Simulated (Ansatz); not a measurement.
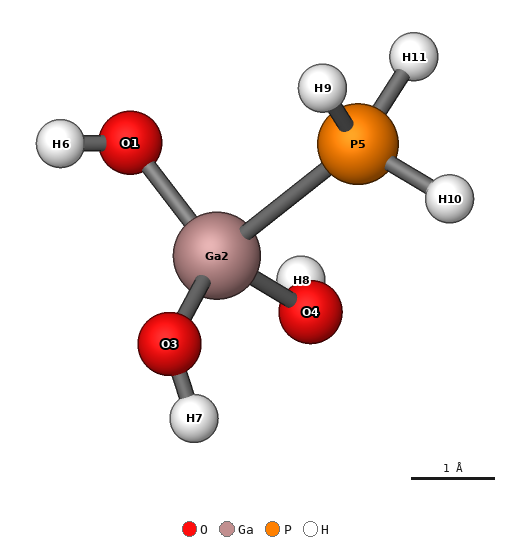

The structure as given in the input (ball-and-stick view, seen at a tilt; atoms are numbered from 1 in the order of the input). Sticks mark near contacts.

# What a change does: single-point calculation on GaPH6O3

System: GaPH6O3, SMILES [OH][Ga-]([OH])([OH])[PH3+].
Method of run 1: RKS SPW92 (LDA)/def2-TZVPP (Ansatz 0.2.0).

The geometry comes from this level: PBE0-D4/def2-TZVP. Text and figures count atoms from 1; the logs count them from 0 in places.

**Input, run 1**
```yaml
crystal:
  periodic: [false, false, false]
  atoms:
    - {symbol: O, position_ang: [-1.777244, 0.351677, 1.087567]}
    - {symbol: Ga, position_ang: [-0.221226, -0.481746, 0.728024]}
    - {symbol: O, position_ang: [1.211875, -0.084009, 1.744297]}
    - {symbol: O, position_ang: [-0.286195, -2.103383, -0.053735]}
    - {symbol: P, position_ang: [0.432600, 0.885778, -1.355224]}
    - {symbol: H, position_ang: [-1.725670, 0.896459, 1.875462]}
    - {symbol: H, position_ang: [1.801270, -0.833075, 1.852677]}
    - {symbol: H, position_ang: [-1.183691, -2.431308, -0.138639]}
    - {symbol: H, position_ang: [0.683725, 2.265413, -1.214217]}
    - {symbol: H, position_ang: [1.596465, 0.531641, -2.066798]}
    - {symbol: H, position_ang: [-0.466610, 0.945351, -2.438813]}
basis:
  gaussian: {orbitals: def2-TZVPP}
hamiltonian: {xc: lda}
output: {orbitals: {seedname: orbitals}}
```

Command:
```bash
ansatz run in.yaml --threads 4 --pin off --events-out ev --progress --plain --max-ram 11315MiB
```

Hardware: 4 threads of Arm Neoverse V2, 23 GiB of memory available, shared host.

**Output (run 1)**
```
Functional definition: SPW92
  exchange = slater_x
  correlation = pw_c
1462 factors; their error is unknown
mean field evaluation 1: about -67728.5317 eV, gradient 1.2e2 eV
mean field evaluation 2: about -67519.3585 eV, gradient 2.9e2 eV
mean field evaluation 4: about -67748.6459 eV, gradient 2.9e1 eV
mean field evaluation 8: about -67749.8585 eV, gradient 2.1e-1 eV
mean field evaluation 16: about -67749.8311 eV, gradient 3.4e-4 eV
mean field -67749.83105093 eV, -2489.7603686370 hartree, gradient 1.6e-5 eV, S^2 0.000000; 0 other end points of the search recorded, 0 dependent functions left out
reference -67749.83109625 eV, -2489.7603703023 hartree; 38, 38 occupied and 229, 229 virtual orbitals, 1462 factors
Total energy: -67749.83109625 eV, -2489.7603703023 hartree
```

For run 2 the input was changed thus:
```diff
-hamiltonian: {xc: lda}
+correlation: {method: ccsd_t}
```

What does this change do to the results?

The total energies belong to different methods, so their difference says nothing on which is more stable or more accurate. The HOMO goes from −6.62 to −11.53 eV. The LUMO goes from −1.17 to 2.84 eV. On the same kind of shared host run 2 took about 160 times as long.

**Output (run 2)**
```
Functional definition: HF
  exchange = exact_x
  correlation = 0
1633 factors; integrals over basis functions are off by at most 8.5e-4 eV
mean field evaluation 1: about -67810.3537 eV, gradient 6.5e1 eV
mean field evaluation 2: about -67810.5357 eV, gradient 6.5e1 eV
mean field evaluation 4: about -67818.3842 eV, gradient 4.2e0 eV
mean field evaluation 8: about -67818.4799 eV, gradient 6.0e-1 eV
mean field evaluation 16: about -67810.3539 eV, gradient 6.5e1 eV
mean field -67818.48085264 eV, -2492.2832023173 hartree, gradient 2.2e-6 eV, S^2 0.000000; 0 other end points of the search recorded, 0 dependent functions left out
17 core orbitals not correlated: weight in the atoms' cores, before any rotation towards them, 1.000 or more for the frozen orbitals, at most 0.000 for the correlated occupied ones
reference -67818.48085264 eV, -2492.2832023173 hartree; 21, 21 occupied and 229, 229 virtual orbitals, 1633 factors
second order -30.78540462 eV of doubles, -0.00000000 eV of singles
cycle   1  -30.37701522 eV  change    4.1e-1 eV  update   1.3e-1
cycle   2  -31.21215697 eV  change   -8.4e-1 eV  update   4.0e-2
cycle   3  -31.39643240 eV  change   -1.8e-1 eV  update   2.1e-2
cycle   4  -31.37369503 eV  change    2.3e-2 eV  update   4.9e-3
cycle   5  -31.37076856 eV  change    2.9e-3 eV  update   2.4e-3
cycle   6  -31.37233524 eV  change   -1.6e-3 eV  update   7.6e-4
cycle   7  -31.37202721 eV  change    3.1e-4 eV  update   2.9e-4
cycle   8  -31.37186177 eV  change    1.7e-4 eV  update   1.1e-4
cycle   9  -31.37189412 eV  change   -3.2e-5 eV  update   4.0e-5
perturbative correction -1.17404160 eV, -0.0431452329 hartree
Total energy: -67851.02678836 eV, -2493.4792433946 hartree
```

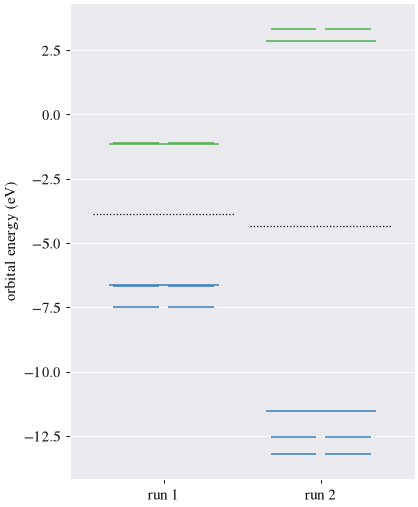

The five highest filled and three lowest empty orbital energies of the two runs; the dotted lines part filled from empty levels. The HOMO–LUMO gap is 5.45 eV in run 1 and 14.38 eV in run 2.

**The two runs side by side**

| quantity | run 1 | run 2 |
| --- | --- | --- |
| outcome | converged | converged |
| total energy (hartree) | −2489.760370 | −2493.479243 |
| HOMO (eV) | −6.62 | −11.53 |
| LUMO (eV) | −1.17 | 2.84 |
| basis functions | 267 | – |
| wall time (shared host) | 2.6 s | 6.7 min |
